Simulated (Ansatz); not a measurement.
# CH₅GeN: Born-Oppenheimer dynamics

Aim: follow CH₅GeN for 50 steps at constant energy (1500 K) and see how far bonds stretch and how energy moves between motion and potential.

Program: Ansatz 0.2.0, Gaussian basis. Level of theory: r2SCAN/6-31G*. These are calculated values, not measurements.

## (1) Structure used throughout

An earlier PBE0-D4 in a triple-zeta def2 set relaxation fixed the geometry.

SMILES `[CH2]1[NH][GeH2]1`, 8 atoms, charge 0, spin multiplicity 1.

Atoms are counted from 1 here; the program's logs count them from 0.

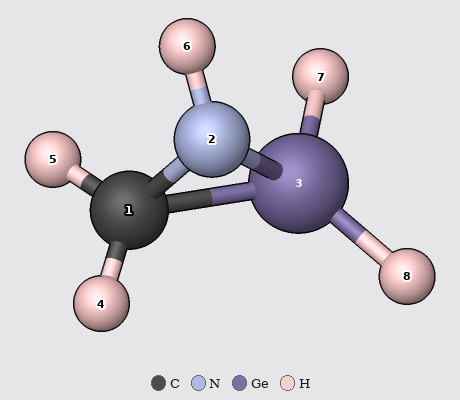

The geometry (carbon dark grey, nitrogen light blue, germanium purple, hydrogen pink); atoms are numbered from 1 in the order of the file.

## (2) The run

Input file in.yaml:

```yaml
crystal:
  periodic: [false, false, false]
  atoms:
    - {symbol: C, position_ang: [-0.653675, 0.443204, -0.552971]}
    - {symbol: N, position_ang: [-0.301882, 0.598712, 0.871071]}
    - {symbol: Ge, position_ang: [0.554278, -0.890460, 0.107180]}
    - {symbol: H, position_ang: [-1.694891, 0.188167, -0.728691]}
    - {symbol: H, position_ang: [-0.260376, 1.163318, -1.267842]}
    - {symbol: H, position_ang: [0.310019, 1.392866, 1.020794]}
    - {symbol: H, position_ang: [2.040119, -0.735160, -0.203239]}
    - {symbol: H, position_ang: [0.098509, -2.217747, 0.697898]}
basis:
  gaussian: {orbitals: "6-31G*"}
hamiltonian: {xc: {name: r2SCAN}}
md: {timestep: 0.5 fs, n_steps: 50, ensemble: nve, temperature: 1500, initial_velocities: maxwell_boltzmann, seed: 647}
```

Run with:

```console
> ansatz run in.yaml --threads 2 --pin off --events-out ev --progress --plain --max-ram 4352MiB
```

Log:

```text
Functional definition: r2SCAN
  name "r2SCAN"
  cite "Furness, Kaplan, Ning, Perdew & Sun, J. Phys. Chem. Lett. 11, 8208 (2020) doi:10.1021/acs.jpclett.0c02405"
  cite "Furness, Kaplan, Ning, Perdew & Sun, J. Phys. Chem. Lett. 11, 9248 (2020) doi:10.1021/acs.jpclett.0c03077"
  parent r2scan
  parameter k0 = 0.174
  parameter k1 = 0.065
  parameter a1 = 4.9479
  exchange = r2scan_x(k0 = k0, k1 = k1, a1 = a1)
  correlation = r2scan_c
930 factors; their error is unknown
mean field evaluation 1: about -59106.8013 eV, gradient 6.1e1 eV
mean field evaluation 2: about -59039.0693 eV, gradient 1.5e2 eV
mean field evaluation 4: about -59114.7071 eV, gradient 1.5e1 eV
mean field evaluation 8: about -59115.2160 eV, gradient 2.3e-1 eV
mean field evaluation 16: about -59115.1755 eV, gradient 3.0e-4 eV
mean field -59115.17547493 eV, -2172.4426289987 hartree, gradient 3.3e-5 eV, S^2 0.000000; 0 other end points of the search recorded, 0 dependent functions left out
the calculation of the forces begins
reference -59115.17548513 eV, -2172.4426293735 hartree; 25, 25 occupied and 50, 50 virtual orbitals, 930 factors
md step     0: t =     0.00 fs  T =  1500.0 K  F+E_penalty+E_count = -59115.17547493 eV  E_kin = 1.163340 eV  conserved = -59114.01213494 eV  (28 SCF iters)
these checks for a lower state are left out or cut short: starts, cluster_reference, orbital_swaps, neighbouring_geometries, increment
930 factors; their error is unknown
mean field -59115.13875925 eV, -2172.4412797222 hartree, gradient 9.4e-6 eV, S^2 0.000000; 0 other end points of the search recorded, 0 dependent functions left out
the calculation of the forces begins
reference -59115.13876950 eV, -2172.4412800989 hartree; 25, 25 occupied and 50, 50 virtual orbitals, 930 factors
md step     1: t =     0.50 fs  T =  1452.8 K  F+E_penalty+E_count = -59115.13875925 eV  E_kin = 1.126744 eV  conserved = -59114.01201543 eV  (31 SCF iters)
these checks for a lower state are left out or cut short: starts, cluster_reference, orbital_swaps, neighbouring_geometries, increment
930 factors; their error is unknown
mean field evaluation 32: about -59115.0410 eV, gradient 9.3e-6 eV
mean field -59115.04097637 eV, -2172.4376862678 hartree, gradient 9.6e-6 eV, S^2 0.000000; 0 other end points of the search recorded, 0 dependent functions left out
the calculation of the forces begins
reference -59115.04098668 eV, -2172.4376866466 hartree; 25, 25 occupied and 50, 50 virtual orbitals, 930 factors
md step     2: t =     1.00 fs  T =  1328.6 K  F+E_penalty+E_count = -59115.04097637 eV  E_kin = 1.030413 eV  conserved = -59114.01056294 eV  (32 SCF iters)
[... from here on, the SCF cycles and remarks between the steps are left out ...]
md step     3: t =     1.50 fs  T =  1158.0 K  F+E_penalty+E_count = -59114.90624349 eV  E_kin = 0.898106 eV  conserved = -59114.00813700 eV  (31 SCF iters)
md step     4: t =     2.00 fs  T =   988.8 K  F+E_penalty+E_count = -59114.77265118 eV  E_kin = 0.766882 eV  conserved = -59114.00576887 eV  (31 SCF iters)
md step     5: t =     2.50 fs  T =   866.6 K  F+E_penalty+E_count = -59114.67667692 eV  E_kin = 0.672105 eV  conserved = -59114.00457226 eV  (32 SCF iters)
md step     6: t =     3.00 fs  T =   814.8 K  F+E_penalty+E_count = -59114.63681490 eV  E_kin = 0.631890 eV  conserved = -59114.00492486 eV  (31 SCF iters)
md step     7: t =     3.50 fs  T =   827.2 K  F+E_penalty+E_count = -59114.64788786 eV  E_kin = 0.641574 eV  conserved = -59114.00631360 eV  (31 SCF iters)
md step     8: t =     4.00 fs  T =   877.3 K  F+E_penalty+E_count = -59114.68832424 eV  E_kin = 0.680402 eV  conserved = -59114.00792227 eV  (32 SCF iters)
md step     9: t =     4.50 fs  T =   932.5 K  F+E_penalty+E_count = -59114.73236995 eV  E_kin = 0.723194 eV  conserved = -59114.00917582 eV  (31 SCF iters)
md step    10: t =     5.00 fs  T =   966.2 K  F+E_penalty+E_count = -59114.75920457 eV  E_kin = 0.749353 eV  conserved = -59114.00985167 eV  (31 SCF iters)
md step    11: t =     5.50 fs  T =   963.1 K  F+E_penalty+E_count = -59114.75689688 eV  E_kin = 0.746957 eV  conserved = -59114.00993940 eV  (30 SCF iters)
md step    12: t =     6.00 fs  T =   919.8 K  F+E_penalty+E_count = -59114.72288615 eV  E_kin = 0.713360 eV  conserved = -59114.00952576 eV  (30 SCF iters)
md step    13: t =     6.50 fs  T =   843.2 K  F+E_penalty+E_count = -59114.66272143 eV  E_kin = 0.653967 eV  conserved = -59114.00875455 eV  (31 SCF iters)
md step    14: t =     7.00 fs  T =   747.8 K  F+E_penalty+E_count = -59114.58779500 eV  E_kin = 0.579981 eV  conserved = -59114.00781441 eV  (32 SCF iters)
md step    15: t =     7.50 fs  T =   651.6 K  F+E_penalty+E_count = -59114.51229595 eV  E_kin = 0.505364 eV  conserved = -59114.00693173 eV  (32 SCF iters)
md step    16: t =     8.00 fs  T =   571.5 K  F+E_penalty+E_count = -59114.44959232 eV  E_kin = 0.443257 eV  conserved = -59114.00633571 eV  (32 SCF iters)
md step    17: t =     8.50 fs  T =   518.9 K  F+E_penalty+E_count = -59114.40863303 eV  E_kin = 0.402437 eV  conserved = -59114.00619602 eV  (31 SCF iters)
md step    18: t =     9.00 fs  T =   496.1 K  F+E_penalty+E_count = -59114.39134646 eV  E_kin = 0.384788 eV  conserved = -59114.00655811 eV  (50 SCF iters)
md step    19: t =     9.50 fs  T =   496.1 K  F+E_penalty+E_count = -59114.39203605 eV  E_kin = 0.384728 eV  conserved = -59114.00730826 eV  (32 SCF iters)
md step    20: t =    10.00 fs  T =   504.3 K  F+E_penalty+E_count = -59114.39928335 eV  E_kin = 0.391097 eV  conserved = -59114.00818595 eV  (32 SCF iters)
md step    21: t =    10.50 fs  T =   504.6 K  F+E_penalty+E_count = -59114.40014674 eV  E_kin = 0.391321 eV  conserved = -59114.00882539 eV  (32 SCF iters)
md step    22: t =    11.00 fs  T =   486.2 K  F+E_penalty+E_count = -59114.38590306 eV  E_kin = 0.377062 eV  conserved = -59114.00884070 eV  (33 SCF iters)
md step    23: t =    11.50 fs  T =   451.1 K  F+E_penalty+E_count = -59114.35784532 eV  E_kin = 0.349842 eV  conserved = -59114.00800301 eV  (33 SCF iters)
md step    24: t =    12.00 fs  T =   417.3 K  F+E_penalty+E_count = -59114.33022043 eV  E_kin = 0.323676 eV  conserved = -59114.00654421 eV  (33 SCF iters)
md step    25: t =    12.50 fs  T =   413.6 K  F+E_penalty+E_count = -59114.32602595 eV  E_kin = 0.320736 eV  conserved = -59114.00529019 eV  (33 SCF iters)
md step    26: t =    13.00 fs  T =   463.1 K  F+E_penalty+E_count = -59114.36438122 eV  E_kin = 0.359189 eV  conserved = -59114.00519254 eV  (33 SCF iters)
md step    27: t =    13.50 fs  T =   567.6 K  F+E_penalty+E_count = -59114.44666454 eV  E_kin = 0.440179 eV  conserved = -59114.00648544 eV  (33 SCF iters)
md step    28: t =    14.00 fs  T =   702.4 K  F+E_penalty+E_count = -59114.55318402 eV  E_kin = 0.544728 eV  conserved = -59114.00845596 eV  (33 SCF iters)
md step    29: t =    14.50 fs  T =   829.5 K  F+E_penalty+E_count = -59114.65349924 eV  E_kin = 0.643363 eV  conserved = -59114.01013599 eV  (33 SCF iters)
md step    30: t =    15.00 fs  T =   915.3 K  F+E_penalty+E_count = -59114.72090569 eV  E_kin = 0.709898 eV  conserved = -59114.01100753 eV  (32 SCF iters)
md step    31: t =    15.50 fs  T =   941.0 K  F+E_penalty+E_count = -59114.74087299 eV  E_kin = 0.729803 eV  conserved = -59114.01107025 eV  (32 SCF iters)
md step    32: t =    16.00 fs  T =   904.2 K  F+E_penalty+E_count = -59114.71180165 eV  E_kin = 0.701267 eV  conserved = -59114.01053488 eV  (32 SCF iters)
md step    33: t =    16.50 fs  T =   815.6 K  F+E_penalty+E_count = -59114.64211788 eV  E_kin = 0.632522 eV  conserved = -59114.00959562 eV  (33 SCF iters)
md step    34: t =    17.00 fs  T =   694.7 K  F+E_penalty+E_count = -59114.54713780 eV  E_kin = 0.538747 eV  conserved = -59114.00839093 eV  (33 SCF iters)
md step    35: t =    17.50 fs  T =   566.6 K  F+E_penalty+E_count = -59114.44653759 eV  E_kin = 0.439468 eV  conserved = -59114.00706962 eV  (33 SCF iters)
md step    36: t =    18.00 fs  T =   458.8 K  F+E_penalty+E_count = -59114.36166451 eV  E_kin = 0.355809 eV  conserved = -59114.00585550 eV  (33 SCF iters)
md step    37: t =    18.50 fs  T =   395.6 K  F+E_penalty+E_count = -59114.31182951 eV  E_kin = 0.306781 eV  conserved = -59114.00504851 eV  (33 SCF iters)
md step    38: t =    19.00 fs  T =   392.9 K  F+E_penalty+E_count = -59114.30966124 eV  E_kin = 0.304733 eV  conserved = -59114.00492815 eV  (33 SCF iters)
md step    39: t =    19.50 fs  T =   453.0 K  F+E_penalty+E_count = -59114.35692411 eV  E_kin = 0.351309 eV  conserved = -59114.00561474 eV  (32 SCF iters)
md step    40: t =    20.00 fs  T =   561.9 K  F+E_penalty+E_count = -59114.44278335 eV  E_kin = 0.435796 eV  conserved = -59114.00698774 eV  (31 SCF iters)
md step    41: t =    20.50 fs  T =   692.4 K  F+E_penalty+E_count = -59114.54572893 eV  E_kin = 0.537022 eV  conserved = -59114.00870689 eV  (31 SCF iters)
md step    42: t =    21.00 fs  T =   810.5 K  F+E_penalty+E_count = -59114.63888538 eV  E_kin = 0.628581 eV  conserved = -59114.01030406 eV  (32 SCF iters)
md step    43: t =    21.50 fs  T =   884.7 K  F+E_penalty+E_count = -59114.69739182 eV  E_kin = 0.686118 eV  conserved = -59114.01127348 eV  (32 SCF iters)
md step    44: t =    22.00 fs  T =   896.2 K  F+E_penalty+E_count = -59114.70628055 eV  E_kin = 0.695077 eV  conserved = -59114.01120362 eV  (32 SCF iters)
md step    45: t =    22.50 fs  T =   846.7 K  F+E_penalty+E_count = -59114.66664586 eV  E_kin = 0.656642 eV  conserved = -59114.01000423 eV  (31 SCF iters)
md step    46: t =    23.00 fs  T =   758.6 K  F+E_penalty+E_count = -59114.59651889 eV  E_kin = 0.588330 eV  conserved = -59114.00818916 eV  (32 SCF iters)
md step    47: t =    23.50 fs  T =   665.4 K  F+E_penalty+E_count = -59114.52282693 eV  E_kin = 0.516061 eV  conserved = -59114.00676620 eV  (32 SCF iters)
md step    48: t =    24.00 fs  T =   593.2 K  F+E_penalty+E_count = -59114.46654666 eV  E_kin = 0.460037 eV  conserved = -59114.00650984 eV  (33 SCF iters)
md step    49: t =    24.50 fs  T =   547.1 K  F+E_penalty+E_count = -59114.43153620 eV  E_kin = 0.424278 eV  conserved = -59114.00725851 eV  (51 SCF iters)
these checks for a lower state are left out or cut short: starts, cluster_reference, orbital_swaps, neighbouring_geometries, increment
930 factors; their error is unknown
mean field evaluation 416: about -59114.4067 eV, gradient 1.1e-4 eV
mean field -59114.40666175 eV, -2172.4143756354 hartree, gradient 1.1e-5 eV, S^2 0.000000; 0 other end points of the search recorded, 0 dependent functions left out
the calculation of the forces begins
reference -59114.40667182 eV, -2172.4143760056 hartree; 25, 25 occupied and 50, 50 virtual orbitals, 930 factors
930 factors; their error is unknown
mean field -59114.40666175 eV, -2172.4143756354 hartree, gradient 1.1e-5 eV, S^2 0.000000; 1 other end points of the search recorded, 0 dependent functions left out
the calculation of the forces begins
reference -59114.40667182 eV, -2172.4143760056 hartree; 25, 25 occupied and 50, 50 virtual orbitals, 930 factors
md step    50: t =    25.00 fs  T =   513.8 K  F+E_penalty+E_count = -59114.40666175 eV  E_kin = 0.398516 eV  conserved = -59114.00814602 eV  (51 SCF iters)
Total energy: -59114.40667182 eV, -2172.4143760056 hartree
Atom 0 at    -0.678982     0.510908    -0.567726 Å, force     2.072446     0.223008    -0.246153 eV/Å
Atom 1 at    -0.345716     0.602900     0.851700 Å, force     0.440267    -0.276298    -0.100553 eV/Å
Atom 2 at     0.572673    -0.893706     0.128338 Å, force    -0.063875    -2.064721    -0.974268 eV/Å
Atom 3 at    -1.629091     0.097885    -0.663717 Å, force    -1.882143    -0.184792    -0.654544 eV/Å
Atom 4 at    -0.235188     1.160623    -1.379044 Å, force    -0.637335    -0.435216     1.051489 eV/Å
Atom 5 at     0.286968     1.347562     1.123240 Å, force     0.179694     0.359473    -0.147267 eV/Å
Atom 6 at     1.767904    -1.030599    -0.968506 Å, force    -0.664605     0.553661     1.087826 eV/Å
Atom 7 at    -0.111940    -2.415100     0.327430 Å, force     0.555551     1.824884    -0.016528 eV/Å
Dipole moment:     0.186268     0.185480    -0.157857 e Å
```

It took 2 min on 2 threads of Arm Neoverse V1, shared host.

## (3) The trajectory

Every 4 steps, with energies from the start:

| time (fs) | T (K) | potential (meV) | conserved (meV) | Ge3–H8 (Å) |
| --- | --- | --- | --- | --- |
| 0.0 | 1500 | 0.0 | 0.00 | 1.523 |
| 2.0 | 989 | 402.8 | 6.37 | 1.414 |
| 4.0 | 877 | 487.2 | 4.21 | 1.405 |
| 6.0 | 920 | 452.6 | 2.61 | 1.499 |
| 8.0 | 572 | 725.9 | 5.80 | 1.615 |
| 10.0 | 504 | 776.2 | 3.95 | 1.686 |
| 12.0 | 417 | 845.3 | 5.59 | 1.682 |
| 14.0 | 702 | 622.3 | 3.68 | 1.606 |
| 16.0 | 904 | 463.7 | 1.60 | 1.488 |
| 18.0 | 459 | 813.8 | 6.28 | 1.400 |
| 20.0 | 562 | 732.7 | 5.15 | 1.418 |
| 22.0 | 896 | 469.2 | 0.93 | 1.527 |
| 24.0 | 593 | 708.9 | 5.62 | 1.641 |

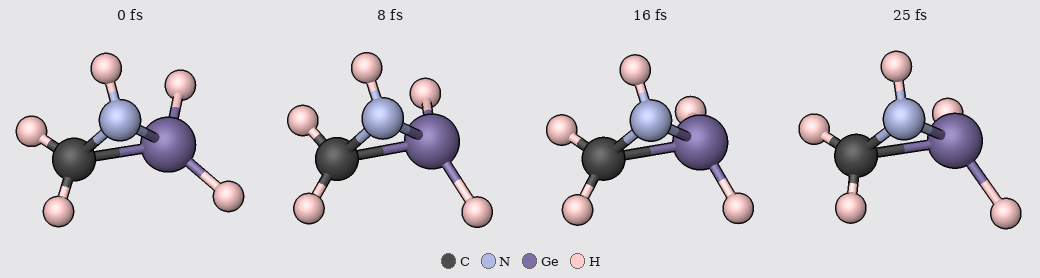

Four frames; sticks are those of the first frame.

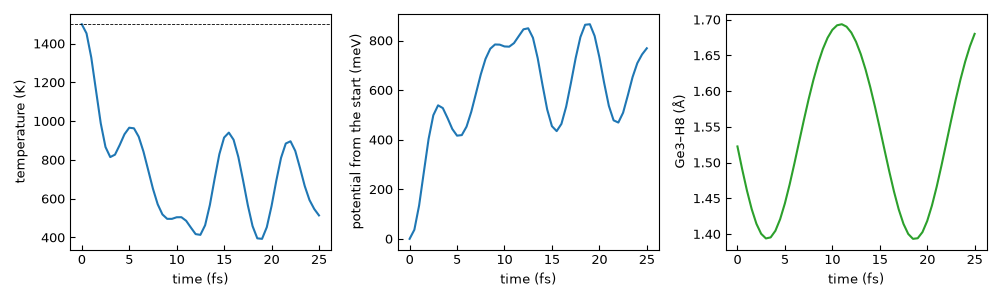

Temperature (the set value dashed), potential energy and the bond that swings most.

Positions (Å) and forces (eV/Å) at 25.0 fs:

```xyz
8

C    -0.679    0.511   -0.568    2.072    0.223   -0.246
N    -0.346    0.603    0.852    0.440   -0.276   -0.101
Ge    0.573   -0.894    0.128   -0.064   -2.065   -0.974
H    -1.629    0.098   -0.664   -1.882   -0.185   -0.655
H    -0.235    1.161   -1.379   -0.637   -0.435    1.051
H     0.287    1.348    1.123    0.180    0.359   -0.147
H     1.768   -1.031   -0.969   -0.665    0.554    1.088
H    -0.112   -2.415    0.327    0.556    1.825   -0.017
```

## (4) Results

```
                              quantity                          value
                                length             50 steps of 0.5 fs
     temperature, first and last frame                    1500, 514 K
              temperature, second half  mean 665 K, from 393 to 941 K
                swing of the potential                        866 meV
largest change of the conserved energy                       7.56 meV
                       range of Ge3–H8               1.393 to 1.694 Å
```

In words: From 1500 K at the start the temperature swings between 393 and 1500 K: with 8 atoms it has no steady value yet; starting near a minimum, about half of the kinetic energy flows into the potential. The conserved energy moves by 7.56 meV, 0.9 % of the potential's swing, so the step is short enough for this stretch. Ge3–H8 swings most, by 0.30 Å; no bond breaks. A run of 25 fs gives no averages.
